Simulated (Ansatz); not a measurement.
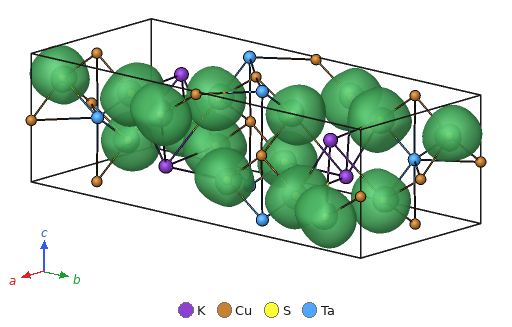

Figure. KTaCu₂S₄. Isosurface of the electron localisation function at 0.7 (green), seen at an oblique angle. Core shells are left out. Sticks mark near contacts.

Space group Ama2; built by placing these elements on a known structure type; not relaxed (largest force 0.5 eV/Å); computed without spin polarisation.

The calculation used DFT, PAW plane waves, r2SCAN (Ansatz).

```xyz
32
Lattice="-7.3196 0.0000 0.0000 0.0000 17.9875 0.0000 0.0000 0.0000 -5.4070" Properties=species:S:1:pos:R:3 pbc="T T T"
K    -5.4897   14.7047   -4.0153
K    -5.4897    5.7110   -1.3117
K    -1.8299    3.2827   -4.0153
K    -1.8299   12.2764   -1.3117
Cu    0.0000    8.9937   -5.2946
Cu    0.0000    0.0000   -2.5910
Cu   -3.6598    8.9937   -5.2946
Cu   -3.6598    0.0000   -2.5910
S    -5.4897    3.8367   -4.0407
S    -5.4897   12.8305   -1.3372
S    -1.8299   14.1507   -4.0407
S    -1.8299    5.1570   -1.3372
Ta   -5.4897   10.9813   -5.4038
Ta   -5.4897    1.9876   -2.7003
Ta   -1.8299    7.0061   -5.4038
Ta   -1.8299   15.9998   -2.7003
S    -7.2669    7.0241   -4.0731
S    -7.2669   16.0178   -1.3696
S    -0.0527   10.9634   -4.0731
S    -0.0527    1.9696   -1.3696
S    -3.7125    7.0241   -4.0731
S    -3.7125   16.0178   -1.3696
S    -3.6071   10.9634   -4.0731
S    -3.6071    1.9696   -1.3696
Cu   -5.4897    1.9444   -5.4011
Cu   -5.4897   10.9382   -2.6976
Cu   -1.8299   16.0430   -5.4011
Cu   -1.8299    7.0493   -2.6976
S    -5.4897    0.0666   -4.0358
S    -5.4897    9.0603   -1.3323
S    -1.8299   17.9209   -4.0358
S    -1.8299    8.9272   -1.3323
```

Q: Where are the electrons localised?

A: At this value the surface marks out 16 regions wrapped around S (the valence shell of each), counted in one cell of 32 atoms. Regions shared between cells count once. Profiles from the grid: Ta–S (2.28 Å): the ELF peaks at about 0.80 in the valence shell of S, 0.8 Å from its nucleus, and is about 0.45 at the midpoint. Cu–S (2.32 Å): the ELF peaks at about 0.85 in the valence shell of S, 0.8 Å from its nucleus, and is about 0.45 at the midpoint.

Q: Which way does charge flow, and how much by Bader's partition?

A: Electrons move from K and Ta towards S. Bader charges: K +0.86, Cu +0.45, S −1.00 to −0.86 and Ta +1.90 e.
